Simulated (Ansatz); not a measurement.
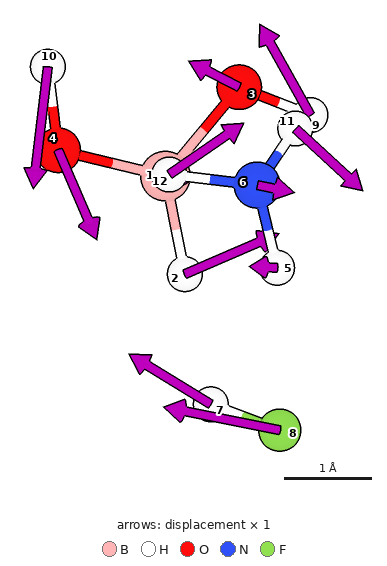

A relaxation of BNH7O2F. The starting structure is drawn; purple arrows show the displacements, at their true length. The two geometries are superimposed by the best rigid fit.

A ball-and-stick model, seen from a free direction.

The run prepares an end point of a later path (reaction) calculation, from a guessed geometry.

These are results of Ansatz, RKS PBE/def2-SVP, not measurements.

The input:
```yaml
crystal:
  periodic: [false, false, false]
  atoms:
    - { symbol: B, position_ang: [-0.580835, -0.562255, -0.780429] }
    - { symbol: H, position_ang: [0.300096, -1.322986, -0.581236] }
    - { symbol: O, position_ang: [-0.548783, 0.365758, -1.795806] }
    - { symbol: O, position_ang: [-1.739529, -0.744478, -0.079456] }
    - { symbol: H, position_ang: [1.059826, 0.714118, 1.223429] }
    - { symbol: "N", position_ang: [0.283193, 1.375809, 1.132861] }
    - { symbol: H, position_ang: [1.456291, -1.513201, 0.936056] }
    - { symbol: F, position_ang: [2.260323, -1.099003, 1.092716] }
    - { symbol: H, position_ang: [0.298018, 0.362389, -2.274413] }
    - { symbol: H, position_ang: [-2.433279, -0.119131, -0.364551] }
    - { symbol: H, position_ang: [0.229341, 1.672717, 0.153252] }
    - { symbol: H, position_ang: [-0.584661, 0.870164, 1.337776] }
basis:
  gaussian: { orbitals: def2-SVP }
hamiltonian:
  xc: pbe
relax:
  f_tol: 0.03
  max_steps: 50
```

Run as
```bash
ansatz run input.yaml --threads 2 --pin off --max-ram 3072MiB --backend cpu --events-out ev --progress --plain --runs-dir out
```

### Describe the change and its energy.

The largest moves after the best rigid fit, 1.45 Å, are those of F8 and H10. Largest moves by element: F 1.45 Å, H 1.45 Å, O 1.19 Å, N 0.45 Å, B 0.41 Å. Near-neighbour distances that change, for instance: H7–F8 0.918 → 0.957 Å, B1–H2 1.181 → 1.212 Å, B1–O4 1.366 → 1.384 Å, B1–O3 1.376 → 1.365 Å. The energy falls by 34.6 kJ/mol in 31 accepted moves (33 points after the start). Largest force component: 1 eV/Å at the start, 0.013 eV/Å at the end. The line search rejected the trial steps at points 3, 27 of the run. Cost: 70 s on 2 threads of Arm Neoverse V1 (shared host), peak memory 0.15 GiB.
